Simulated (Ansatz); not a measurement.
A series of calculations on SiH$_{3}$O$_{4}$

**1. Relaxation**

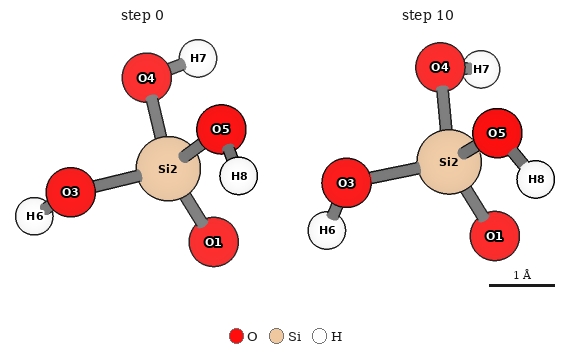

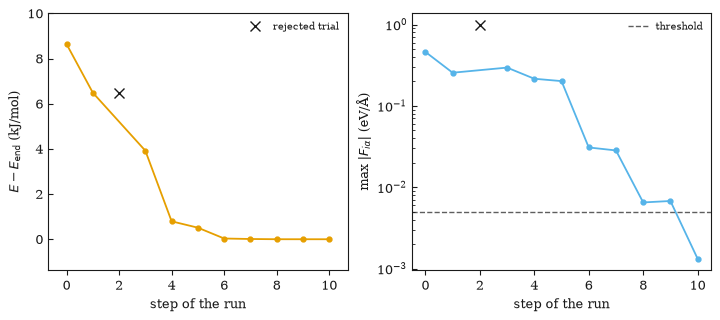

First and last geometry of a relaxation of SiH₃O₄ (charge −1), with the history of the run. A ball-and-stick model, seen from a free direction.

Theory: RKS PBE0-D4/def2-TZVPD (Ansatz).

Input file:
```yaml
crystal:
  periodic: [false, false, false]
  atoms:
    - {symbol: O, position_ang: [-1.523170, 0.211290, 0.886680]}
    - {symbol: Si, position_ang: [-0.199740, 0.028270, 0.116980]}
    - {symbol: O, position_ang: [1.201200, -0.063300, 1.047530]}
    - {symbol: O, position_ang: [0.196390, 1.238120, -0.985910]}
    - {symbol: O, position_ang: [-0.072420, -1.358150, -0.830660]}
    - {symbol: H, position_ang: [1.239910, 0.674530, 1.645760]}
    - {symbol: H, position_ang: [-0.539830, 1.390660, -1.567590]}
    - {symbol: H, position_ang: [-0.302350, -2.121430, -0.312770]}
basis:
  gaussian: {orbitals: def2-TZVPD}
total_charge: -1
hamiltonian: {xc: pbe0, dispersion: d4}
relax: {f_tol: 0.005, max_steps: 200}
```

Question: Read the history and describe the run.

Answer: It converged. The largest moves after the best rigid fit, 0.25 Å, are those of H6 and H7. Largest moves by element: H 0.25 Å, O 0.24 Å, Si 0.14 Å. Near-neighbour distances that change, for instance: O1–Si2 1.542 → 1.558 Å, O3–H6 0.951 → 0.959 Å. Bond angles that change, for instance: Si2–O5–H8 109.6° → 107.0°, Si2–O4–H7 109.5° → 107.0°. Groups turn about Si2–O3 by about 35°, Si2–O4 by about 35°, Si2–O5 by about 35°. After 9 accepted moves (10 points after the start) the energy has fallen by 8.64 kJ/mol. The largest force component goes from 0.46 to 0.0013 eV/Å. The line search rejected the trial step at point 2 of the run. The run took of the order of 110 core-seconds on a shared host.

**2. A change**

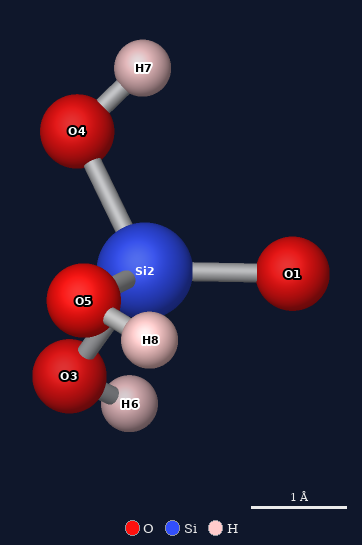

The starting point is SiH$_{3}$O$_{4}$ (charge −1). Style: ball-and-stick. Shown from a free direction.

Method: RKS wB97M-V/def2-TZVPPD in Ansatz. 

Change: All atoms are moved at random (σ = 0.06 Å) from the PBE0-D4/def2-TZVP minimum.

The input:
```yaml
crystal:
  periodic: [false, false, false]
  atoms:
    - {symbol: O, position_ang: [-1.414146, 0.230235, 0.800348]}
    - {symbol: Si, position_ang: [-0.149688, 0.047646, 0.093773]}
    - {symbol: O, position_ang: [1.266698, 0.155617, 0.979510]}
    - {symbol: O, position_ang: [0.196114, 1.182880, -1.172148]}
    - {symbol: O, position_ang: [0.050443, -1.479013, -0.735878]}
    - {symbol: H, position_ang: [1.120675, 0.598836, 1.800978]}
    - {symbol: H, position_ang: [-0.715021, 1.610297, -1.351036]}
    - {symbol: H, position_ang: [-0.585368, -2.093076, -0.282947]}
basis:
  gaussian: {orbitals: "def2-TZVPPD.json"}
total_charge: -1
hamiltonian: {xc: {name: wB97M-V}}
output: {forces: true}
```

What does the calculation give for the changed structure?

Answer. Energy change: +10.7 kcal/mol. The largest force is 6.9 eV/Å, on Si2. The forces point partly back along the displacements (cosine −0.63). At other levels of theory the same distortion costs 10.1 kcal/mol (RKS PBE-D4/def2-TZVPPD), 10.5 kcal/mol (RKS r2SCAN-D4/def2-TZVPPD), 10.7 kcal/mol (RKS PBE0-D4/def2-TZVPPD). Near-neighbour distances before and after: O1–Si2 1.558 → 1.460 Å, Si2–O5 1.684 → 1.749 Å, O4–H7 0.959 → 1.022 Å, Si2–O4 1.684 → 1.735 Å. Bond angles that change, for instance: Si2–O3–H6 107.0° → 111.1°, Si2–O4–H7 107.0° → 102.9°.

**3. Distortion**

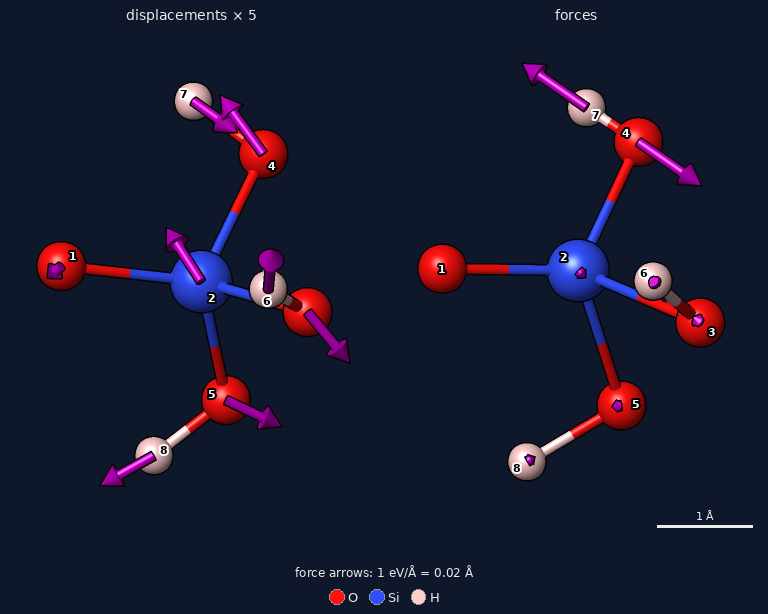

Left: SiH3O4 (charge −1), with purple arrows for the displacements applied to it. Right: the displaced structure with the computed forces. Style: ball-and-stick. Shown from a free direction.

Theory: Ansatz 0.2.0, RKS PBE0-D4/def2-TZVPPD. 

Question: How do the forces relate to the distortion?

Answer: All atoms are moved at random (σ = 0.12 Å) from the PBE0-D4/def2-TZVP minimum. It costs 645.6 kJ/mol. The largest forces, 44 eV/Å, act on O4 and H7. The forces point partly back along the displacements (cosine −0.65). At other levels of theory the same distortion costs 616.6 kJ/mol (RKS PBE-D4/def2-TZVPPD), 634.2 kJ/mol (RKS r2SCAN-D4/def2-TZVPPD), 642.2 kJ/mol (RKS wB97M-V/def2-TZVPPD), 636.7 kJ/mol (RHF-CCSD(T), frozen core/def2-TZVPPD). Near-neighbour distances before and after: O4–H7 0.959 → 0.680 Å, O3–H6 0.959 → 1.211 Å, O5–H8 0.959 → 1.160 Å, Si2–O3 1.684 → 1.871 Å. Among the angles between lasting bonds that change: O3–Si2–O5 103.2° → 89.5°, Si2–O5–H8 107.0° → 98.3°.

**4. Distortion**

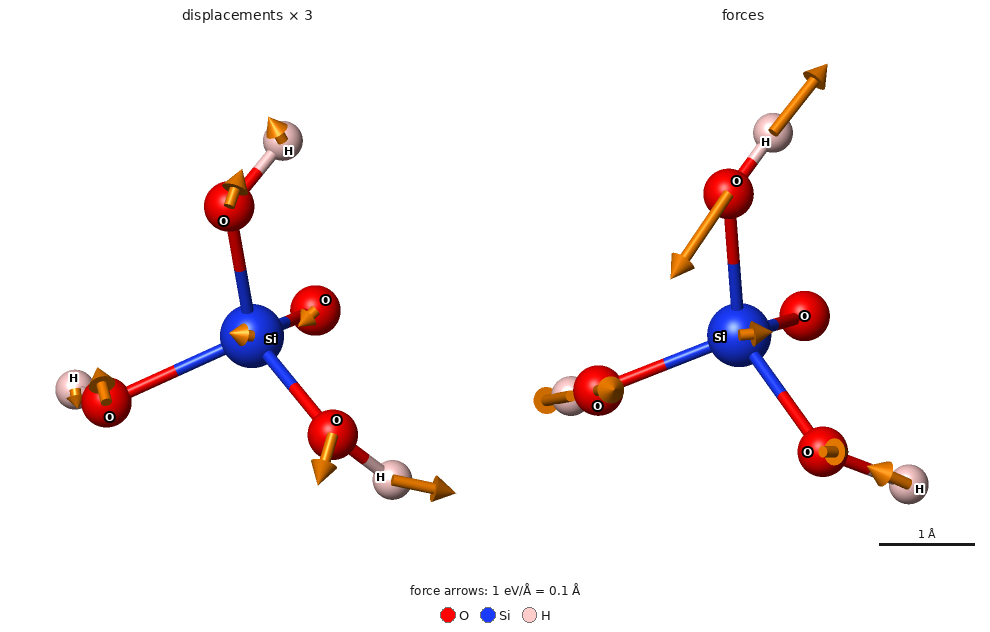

Left: SiH3O4 (charge −1), with orange arrows for the displacements applied to it. Right: the displaced structure with the computed forces. Style: ball-and-stick. Shown at a tilt.

The calculation used Ansatz, RKS r2SCAN-D4/def2-TZVPPD. 

Describe the distortion and the response.

Answer. All atoms are moved at random (σ = 0.12 Å) from the PBE0-D4/def2-TZVP minimum. Energy change: +54.6 kcal/mol. The largest force is 11 eV/Å, on an O atom. The forces point partly back along the displacements (cosine −0.48). At other levels of theory the same distortion costs 53.8 kcal/mol (RKS PBE-D4/def2-TZVPPD), 55.1 kcal/mol (RKS PBE0-D4/def2-TZVPPD), 54.7 kcal/mol (RKS wB97M-V/def2-TZVPPD), 55.1 kcal/mol (RHF-CCSD(T), frozen core/def2-TZVPPD). Some distances before and after: H–O 0.959 → 0.829 to 1.169 Å, O–Si 1.684 → 1.608 to 1.824 Å, O–Si 1.558 → 1.577 Å. Among the angles between lasting bonds that change: Si–O–H 107.0° → 118.2°, O–Si–O 115.2° → 109.1°.
